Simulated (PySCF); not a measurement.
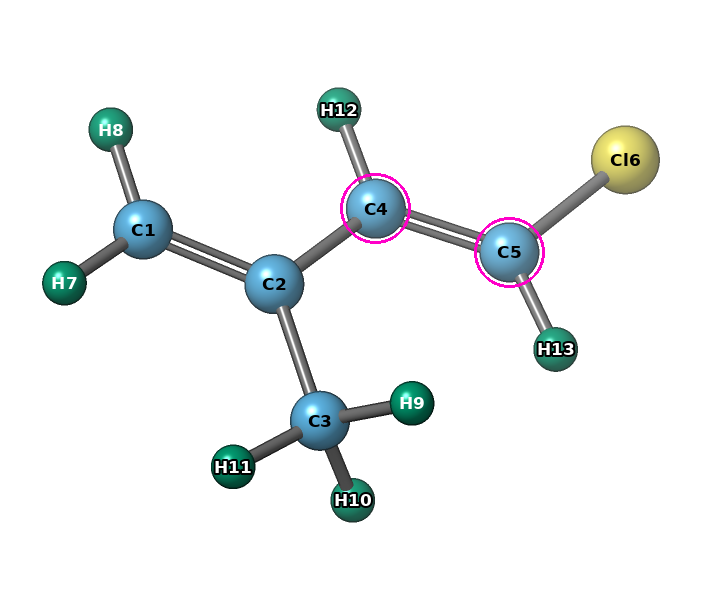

Atoms fade into the background with distance from the viewer. Circles mark the stereogenic atoms. The computed structure is the end point of a PBE0-D3(BJ)/def2-SVP optimisation. No frequency run is at hand to confirm it as a minimum.

> Give the R/S and E/Z labels.

C4=C5: E.

> Give a SMILES with the stereochemistry.

C=C(C)/C=C/Cl
